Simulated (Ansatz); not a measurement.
# One shape, several levels: BH2SCl (SMILES SBCl)

Wanted: a comparison of 6 runs (UHF/STO-3G, BHLYP/STO-3G, CAM-B3LYP/STO-3G, PBE/STO-3G, PBE0/STO-3G, UPBE0/STO-3G) of BH2SCl. 

The results are computed with Ansatz 0.2.0.

61 further runs of the same task are left out: 1 that didn't finish, 60 set aside as unsound or not needed.

### 1 The structure to begin with

The species is BH2SCl (5 atoms), meant as a singlet with charge 0. SMILES: `SBCl`. The H4–S1 distance was set to 1.679 Å, away from the relaxed value.

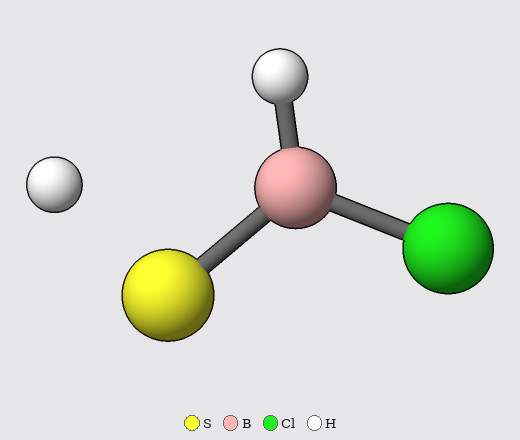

The structure, seen from a chosen angle (sulfur yellow, boron pink, chlorine green, hydrogen white).

### 2 The energy at UHF/STO-3G (run 1)

input.yaml reads:

```yaml
crystal:
  periodic: [false, false, false]
  atoms:
    - {symbol: S, position_ang: [-1.328728, -0.323082, -0.210089]}
    - {symbol: B, position_ang: [0.368672, -0.532082, 0.278111]}
    - {symbol: Cl, position_ang: [0.854472, -2.053182, 0.982311]}
    - {symbol: H, position_ang: [-1.157600, 1.248200, -0.777100]}
    - {symbol: H, position_ang: [1.176172, 0.329118, 0.139111]}
basis:
  gaussian: {orbitals: STO-3G}
magnetization: {spin_polarized: true, initial_magnetization: 0}
accuracy: high
hamiltonian: {xc: hf}
```

On the command line:

```
$ ansatz run input.yaml --threads 1 --pin off --max-ram 2610MiB --events-out events.jsonl --progress --plain --runs-dir runs
```

The program printed:

```text
Warning: RAYON_NUM_THREADS=1 ignored (pool sized by the plan → 1); use --threads N
Functional definition: HF
  name "HF"
  exchange = exact_x
  correlation = 0
449 factors; integrals over basis functions are off by at most 7.2e-9 eV
mean field evaluation 1: about -23761.8413 eV, gradient 1.4e1 eV
mean field evaluation 2: about -23761.8817 eV, gradient 1.4e1 eV
mean field evaluation 4: about -23763.7511 eV, gradient 9.6e-1 eV
mean field evaluation 8: about -23763.7597 eV, gradient 3.9e-6 eV
mean field evaluation 16: about -23763.6982 eV, gradient 6.5e-1 eV
mean field evaluation 32: about -23763.5004 eV, gradient 5.3e0 eV
mean field -23763.75971841 eV, -873.3020619966 hartree, gradient 7.3e-8 eV, S^2 0.000000; 0 other end points of the search recorded, 0 dependent functions left out
reference -23763.75971841 eV, -873.3020619966 hartree; 20, 20 occupied and 5, 5 virtual orbitals, 449 factors
Total energy: -23763.75971841 eV, -873.3020619966 hartree
```

Wall time 0.27 s (1 thread of Arm Neoverse V1, shared host).

### 3 A single-point energy at BHLYP/STO-3G (run 2)

in.yaml reads:

```yaml
crystal:
  periodic: [false, false, false]
  atoms:
    - {symbol: S, position_ang: [-1.328728, -0.323082, -0.210089]}
    - {symbol: B, position_ang: [0.368672, -0.532082, 0.278111]}
    - {symbol: Cl, position_ang: [0.854472, -2.053182, 0.982311]}
    - {symbol: H, position_ang: [-1.157600, 1.248200, -0.777100]}
    - {symbol: H, position_ang: [1.176172, 0.329118, 0.139111]}
basis:
  gaussian:
    orbitals: STO-3G
hamiltonian:
  xc: {name: BHLYP}
accuracy: high
```

On the command line:

```
$ ansatz run in.yaml --threads 1 --pin off --max-ram 2610MiB --events-out events.jsonl --progress --plain --runs-dir runs
```

The program printed:

```text
Warning: RAYON_NUM_THREADS=1 ignored (pool sized by the plan → 1); use --threads N
Functional definition: BHLYP
  name "BHLYP"
  parameter a = 0.5
  exchange = (1 - a)*b88_x + a*exact_x
  correlation = lyp_c
449 factors; integrals over basis functions are off by at most 7.2e-9 eV
mean field evaluation 1: about -23801.9359 eV, gradient 1.6e1 eV
mean field evaluation 2: about -23802.4419 eV, gradient 1.3e1 eV
mean field evaluation 4: about -23803.0587 eV, gradient 3.7e-1 eV
mean field evaluation 8: about -23803.0504 eV, gradient 6.6e-3 eV
mean field evaluation 16: about -23803.0504 eV, gradient 1.2e-8 eV
mean field -23803.05043209 eV, -874.7459690923 hartree, gradient 1.2e-8 eV, S^2 0.000000; 0 other end points of the search recorded, 0 dependent functions left out
reference -23803.05045128 eV, -874.7459697973 hartree; 20, 20 occupied and 5, 5 virtual orbitals, 449 factors
Total energy: -23803.05045128 eV, -874.7459697973 hartree
```

Run time: 1.4 s. Hardware: 1 thread of Arm Neoverse V1, shared host; peak memory 0.099 GiB.

Runs 3 to 5 aren't shown in full; the table further down has their settings and results.

### 4 A single-point energy at UPBE0/STO-3G (run 6)

job.yaml reads:

```yaml
crystal:
  periodic: [false, false, false]
  atoms:
    - {symbol: S, position_ang: [-1.328728, -0.323082, -0.210089]}
    - {symbol: B, position_ang: [0.368672, -0.532082, 0.278111]}
    - {symbol: Cl, position_ang: [0.854472, -2.053182, 0.982311]}
    - {symbol: H, position_ang: [-1.157600, 1.248200, -0.777100]}
    - {symbol: H, position_ang: [1.176172, 0.329118, 0.139111]}
basis:
  gaussian: {orbitals: STO-3G}
magnetization: {spin_polarized: true}
hamiltonian: {xc: {name: PBE0}}
accuracy: high
```

On the command line:

```
$ ansatz run job.yaml --threads 1 --pin off --max-ram 2610MiB --events-out events.jsonl --progress --plain --runs-dir runs
```

The program printed:

```text
Warning: RAYON_NUM_THREADS=1 ignored (pool sized by the plan → 1); use --threads N
Functional definition: PBE0
  name "PBE0"
  parameter a = 0.25
  parameter kappa = 0.804
  parameter beta = 0.06672455060314922
  exchange = (1 - a)*pbe_x(kappa = kappa, mu = beta*pi^2/3) + a*exact_x
  correlation = pbe_c(beta = beta)
449 factors; integrals over basis functions are off by at most 7.2e-9 eV
mean field evaluation 1: about -23794.0911 eV, gradient 9.3e0 eV
mean field evaluation 2: about -23794.1183 eV, gradient 1.0e1 eV
mean field evaluation 4: about -23794.8526 eV, gradient 4.4e-1 eV
mean field evaluation 8: about -23794.8189 eV, gradient 2.3e-3 eV
mean field evaluation 16: about -23794.8189 eV, gradient 1.4e-8 eV
mean field -23794.81894792 eV, -874.4434676283 hartree, gradient 1.4e-8 eV, S^2 0.000000; 0 other end points of the search recorded, 0 dependent functions left out
reference -23794.81894926 eV, -874.4434676777 hartree; 20, 20 occupied and 5, 5 virtual orbitals, 449 factors
Total energy: -23794.81894926 eV, -874.4434676777 hartree
```

Run time: 2.3 s. Hardware: 1 thread of Arm Neoverse V1, shared host; peak memory 0.14 GiB.

### 5 All runs side by side

```
run             level  energy (Eh)  wall time
  1        UHF/STO-3G  -873.302062     0.27 s
  2      BHLYP/STO-3G  -874.745970      1.4 s
  3  CAM-B3LYP/STO-3G  -874.686404      1.7 s
  4        PBE/STO-3G  -874.315005      1.4 s
  5       PBE0/STO-3G  -874.443468      1.4 s
  6      UPBE0/STO-3G  -874.443468      2.3 s
```

### 6 What came out

| quantity | value |
| --- | --- |
| run 6: total energy | -874.44347 Eh |

Totals of different functionals can't be ranked against each other. In runs 1, 2, 3, 4, 5, 6 the basis is minimal, so the values are rough. All runs together took 8.4 s, the longest 2.3 s.
